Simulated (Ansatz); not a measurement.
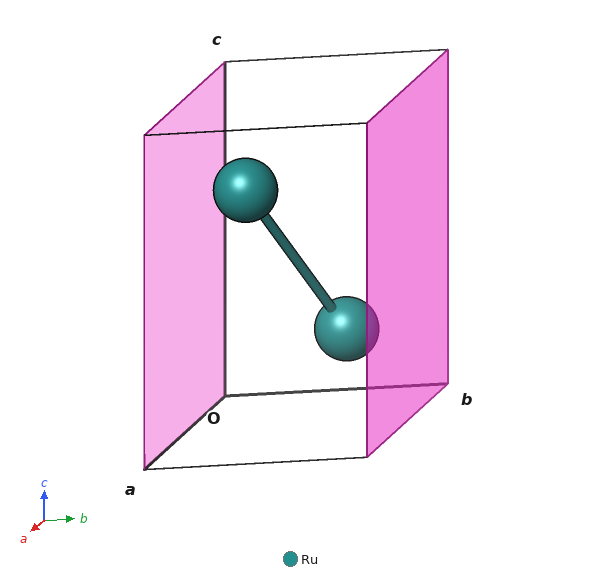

For Ru, a calculation's input that goes back to an entry of the Crystallography Open Database (an earlier step may have relaxed or displaced it): every member of one family of equally spaced planes, hx + ky + lz = a whole number, that cuts the unit cell is shaded (one member passes through the origin O). Geometry calculated from the standardised cell; symmetry tolerance 0.002 Å.

a = 2.706 Å, b = 2.706 Å, c = 4.282 Å, α = 90.00°, β = 90.00°, γ = 120.00°.

Q: What are the Miller indices?

A: (0 1 0), in four indices (0 1 −1 0); the opposite sign names the same planes. The member next to the origin meets the axes a never, b at 1, c never.

Q: What is the spacing?

A: d = 2.343 Å.

Q: Which atoms of the cell lie in these planes (within 0.03 Å)?

A: No atom.
